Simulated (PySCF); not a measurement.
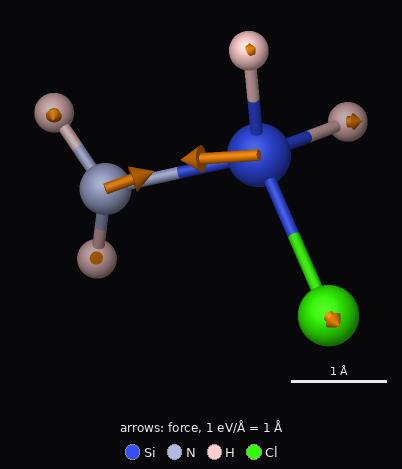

Starting geometry of SiNH$_{4}$Cl with the computed forces as orange arrows. Style: ball-and-stick. Shown at a tilt.

It is one of the separated reactants of a reaction.

These are results of PySCF, RKS PBE0-D4/def2-TZVP, density fitting, not measurements. 

> Is this structure relaxed? If not, where do the atoms go?

It isn't relaxed: the largest force vector, on the Si atom, is 0.90 eV/Å. The final displacements have little in common with the starting forces (cosine between the two patterns 0.17). After 24 geometry steps the energy has fallen by 12.3 kJ/mol. The atom that moves furthest after the best rigid fit is an H atom (0.82 Å). Largest moves by element: H 0.82 Å, N 0.35 Å, Cl 0.26 Å, Si 0.06 Å. Near-neighbour distances that change, for instance: N–Si 1.739 → 1.701 Å, Cl–Si 2.040 → 2.071 Å, H–N 1.013 → 1.007 Å. Among the angles between lasting bonds that change: N–Si–Cl 107.3° → 115.2°, N–Si–H 114.0° → 108.4°, Si–N–H 115.2° → 120.4°. The run took 2.1 min on 4 threads of Arm Neoverse V2, with other jobs on the host.
